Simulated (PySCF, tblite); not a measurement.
# H11NOSi4: geometry, infrared bands and NMR shifts

Aim: predict the infrared bands and NMR shifts of H11NOSi4 (`[SiH3]O[SiH2]N[SiH2][SiH3]`).

The runs use tblite 0.8.0 and PySCF 2.14.0, with density-fitted response routines of our own; the level of theory stands in each step. All values are computed, except where a source is named. Atoms are numbered from 0 throughout.

## 1. The molecule as given

17 atoms, charge 0, multiplicity 1; geometry from: force field or distance geometry start.

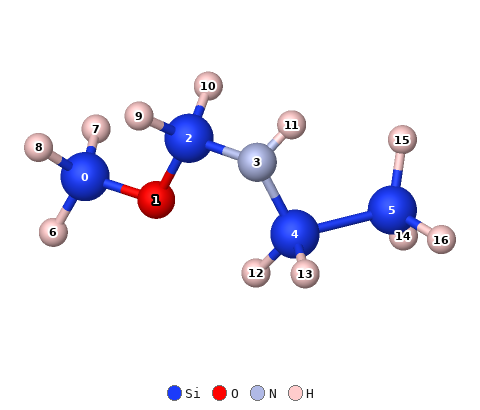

The starting geometry (silicon blue, oxygen red, nitrogen light blue, hydrogen pink), atoms numbered.

## 2. Geometry optimisation with GFN2-xTB

What the job is given:

```
{"job": {"kind": "relax", "xc": "GFN2-xTB", "basis": "xTB"}, "charge": 0, "multiplicity": 1}
Si     3.247900    -0.472600    -0.666100
O      1.669000     0.174600    -0.416100
Si     0.976800    -0.402500     1.036900
N     -0.566000     0.383700     1.446500
Si    -1.379700     1.182400     0.108700
Si    -3.246300     0.060700    -0.362600
H      3.897600     0.155800    -1.838400
H      3.213700    -1.915300    -0.963400
H      4.137900    -0.311100     0.477100
H      1.923800    -0.099100     2.125400
H      0.760300    -1.847100     0.920100
H     -1.213500    -0.353900     1.829000
H     -0.528100     1.401900    -1.053300
H     -1.783000     2.518600     0.586000
H     -3.355800    -0.310800    -1.769600
H     -3.365000    -1.089900     0.549600
H     -4.396400     0.936500    -0.071300
```

On the command line:

```
> OMP_NUM_THREADS=1 python probes_run.py task.json out
```

One launch serves the whole session: the jobs run in the order shown.

**Question.** This job is followed by: GFN2-xTB harmonic vibrations, gas phase; GIAO PBE0/pcSseg-1 NMR shielding, non-relativistic, gas phase. What will the session give for the following? strongest single infrared mode (GFN2-xTB); zero-point energy (GFN2-xTB); 1H shifts against TMS (PBE0/pcSseg-1, means over atoms taken as alike); 29Si shifts against TMS (PBE0/pcSseg-1); 17O shifts against H2O (PBE0/pcSseg-1); 15N shifts against NH3 (PBE0/pcSseg-1).

**Answer**, as computed:

```
                                                              quantity                             value
                             strongest single infrared mode (GFN2-xTB)              798 cm⁻¹, 834 km/mol
                                          zero-point energy (GFN2-xTB)                     62.9 kcal/mol
1H shifts against TMS (PBE0/pcSseg-1, means over atoms taken as alike)  5.27, 5.26, 5.08, 3.64, 0.03 ppm
                               29Si shifts against TMS (PBE0/pcSseg-1)   -36.2, -44.6, -53.2, -121.3 ppm
                                17O shifts against H2O (PBE0/pcSseg-1)                          30.9 ppm
                                15N shifts against NH3 (PBE0/pcSseg-1)                          15.7 ppm
```

**Reading.** Over 275 steps the energy fell by 1.113 eV; of the close pairs, Si0–O1 changed most, 1.725 to 1.616 Å. The lowest mode is imaginary (44i cm⁻¹), so the xTB geometry is not a minimum. The strongest single mode, at 798 cm⁻¹, is spread over many atoms; the largest shares are those of H8, H9. Unscaled tight-binding wavenumbers are off by several per cent, some by more. Its intensities can rank the bands wrongly. At PBE0/pcSseg-1: The largest span, 138 ppm, is at O1, where the paramagnetic term is -95 ppm.
